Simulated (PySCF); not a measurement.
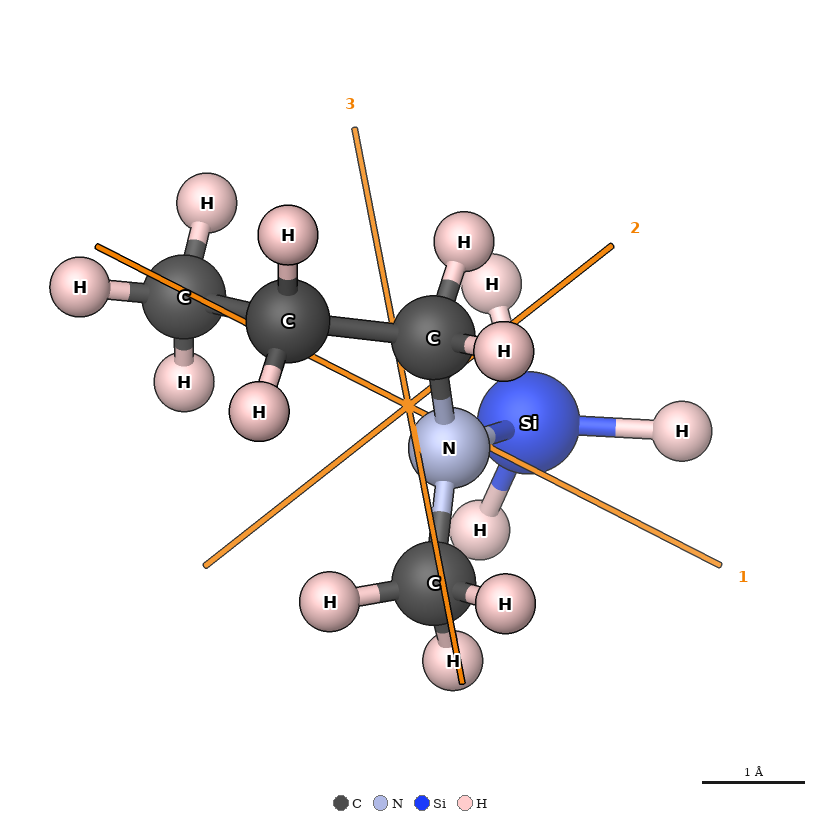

The three principal axes of inertia are drawn and numbered. Atoms fade into the background with distance from the viewer. The geometry was computed by an optimisation with PBE0-D3(BJ)/def2-SVP. No frequency run is at hand to confirm it as a minimum. Masses are those of the most abundant isotopes; constants are for the rigid equilibrium geometry.

**Which line is the a axis (least moment of inertia), which b and which c?**

a is line 1, b is line 3, c is line 2; the moments are 125, 298, 344 u Å².

**Classify the rotor and give the rotational constants (GHz).**

An asymmetric top (C1): A = 4.05, B = 1.69, C = 1.47 GHz. Ray's parameter κ is −0.83, nearer the prolate limit.
